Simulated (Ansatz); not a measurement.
**AlH (SMILES [AlH]): FCI/cc-pVTZ**

What is the vertical ionisation energy of AlH at FCI/cc-pVTZ? 

Program for the calculation: Ansatz 0.2.0.

53 further runs of the same task are left out: 53 set aside as unsound or not needed.

### 1 The structure to begin with

AlH has 2 atoms, charge 0, and is taken as a singlet. As SMILES, `[AlH]`. The shape comes from GFN2-xTB, which is rough for such elements, and wasn't checked as a minimum.

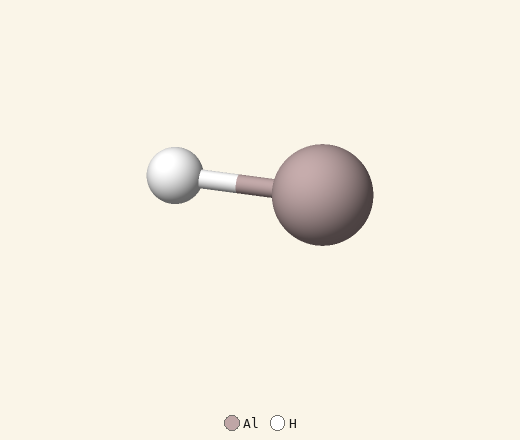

The structure, seen from a chosen angle (aluminium light grey, hydrogen white).

### 2 A single-point energy at FCI/cc-pVTZ

Input file in.yaml:

```yaml
basis:
  gaussian: {orbitals: cc-pVTZ}
crystal:
  periodic: [false, false, false]
  atoms:
    - {symbol: Al, position_ang: [0.000000, 0.000000, 0.000000]}
    - {symbol: H, position_ang: [0.000000, 0.000000, 1.613470]}
correlation: {method: fci, frozen_orbitals: {Al: 5, H: 0}}
accuracy: high
```

Run with:

```bash
$ ansatz run in.yaml --threads 1 --pin off --max-ram 2610MiB --events-out events.jsonl --progress --plain --runs-dir runs
```

The program printed:

```text
Warning: RAYON_NUM_THREADS=1 ignored (pool sized by the plan → 1); use --threads N
Functional definition: HF
  name "HF"
  exchange = exact_x
  correlation = 0
632 factors; integrals over basis functions are off by at most 3.7e-9 eV
mean field evaluation 1: about -6597.4171 eV, gradient 6.6e0 eV
mean field evaluation 2: about -6597.4184 eV, gradient 6.6e0 eV
mean field evaluation 4: about -6597.7127 eV, gradient 4.1e-1 eV
mean field evaluation 8: about -6597.7138 eV, gradient 3.3e-4 eV
mean field -6597.71379508 eV, -242.4615098782 hartree, gradient 4.5e-8 eV, S^2 0.000000; 0 other end points of the search recorded, 0 dependent functions left out; unrestricted orbitals would lower it
mean field evaluation 16: about -6597.7288 eV, gradient 9.3e-2 eV
5 core orbitals not correlated: weight in the atoms' cores, before any rotation towards them, 1.000 or more for the frozen orbitals, at most 0.000 for the correlated occupied ones
reference -6597.71379508 eV, -242.4615098782 hartree; 2, 2 occupied and 41, 41 virtual orbitals, 632 factors
state -6600.00559348 eV, -242.5457319159 hartree
Total energy: -6600.00559348 eV, -242.5457319159 hartree
```

It took 1.9 s on 1 thread of Intel Xeon Platinum 8259CL at 2.50GHz (Skylake/Cascade Lake), shared host; peak memory 0.13 GiB.

### 3 The doublet cation at the same level

Input file job.yaml:

```yaml
crystal:
  periodic: [false, false, false]
  atoms:
    - {symbol: Al, position_ang: [0.000000, 0.000000, 0.000000]}
    - {symbol: H, position_ang: [0.000000, 0.000000, 1.613470]}
basis:
  gaussian:
    orbitals: cc-pVTZ
total_charge: 1
magnetization:
  spin_polarized: true
  initial_magnetization: 1
correlation:
  method: fci
  frozen_orbitals: {Al: 5, H: 0}
accuracy: high
```

Run with:

```bash
$ ansatz run job.yaml --threads 1 --pin off --max-ram 2610MiB --events-out events.jsonl --progress --plain --runs-dir runs
```

The program printed:

```text
Warning: RAYON_NUM_THREADS=1 ignored (pool sized by the plan → 1); use --threads N
[... 4 set-up lines as earlier in the session ...]
632 factors; integrals over basis functions are off by at most 3.7e-9 eV
mean field evaluation 1: about -6589.9291 eV, gradient 6.0e0 eV
mean field evaluation 2: about -6589.9300 eV, gradient 6.0e0 eV
mean field evaluation 4: about -6590.4731 eV, gradient 8.1e-1 eV
mean field evaluation 8: about -6590.4896 eV, gradient 1.4e-3 eV
mean field -6590.48956342 eV, -242.1960242615 hartree, gradient 5.8e-8 eV, S^2 0.778216; 0 other end points of the search recorded, 0 dependent functions left out
mean field evaluation 16: about -6590.3415 eV, gradient 9.0e-1 eV
5 core orbitals not correlated: weight in the atoms' cores, before any rotation towards them, 1.000 or more for the frozen orbitals, at most 0.000 for the correlated occupied ones
reference -6590.34148161 eV, -242.1905823552 hartree; 2, 1 occupied and 41, 42 virtual orbitals, 632 factors
state -6591.75645463 eV, -242.2425816547 hartree
Total energy: -6591.75645463 eV, -242.2425816547 hartree
```

Wall time 1.1 s (1 thread of Intel Xeon Platinum 8259CL at 2.50GHz (Skylake/Cascade Lake), shared host); peak memory 0.1 GiB.

### 4 Results

At FCI/cc-pVTZ, 5 core orbitals frozen:

| quantity | value |
| --- | --- |
| singlet AlH: total energy | -242.54573 Eh |
| singlet AlH: correlation energy (5 core orbitals frozen) | -84.2 mEh |
| doublet cation: total energy | -242.24258 Eh |
| doublet cation: correlation energy (5 core orbitals frozen) | -52.0 mEh |
| vertical ionisation energy (to the doublet cation) | 8.249 eV |

**Reading.** The vertical ionisation energy comes to 8.25 eV (796 kJ/mol). The restricted solution (singlet AlH) is unstable to spin breaking: an unrestricted one lies lower.
